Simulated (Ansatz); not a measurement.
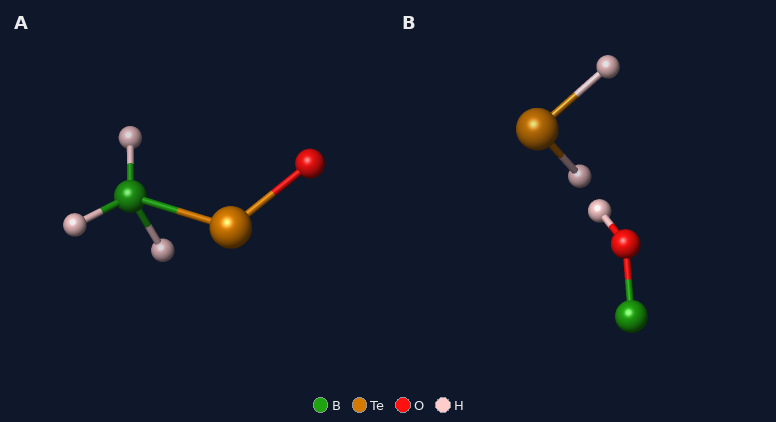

2 stationary structures of one formula. Geometries: PBE-D4/def2-SVP. Electronic energies: PBE-D4/def2-SVP (Ansatz 0.2.0), without zero-point energy. No frequency run is at hand to confirm each as a minimum.

Rank them by energy, lowest first.

Answer. B is lowest (C1); A lies 24.1 kcal/mol above it (C1).
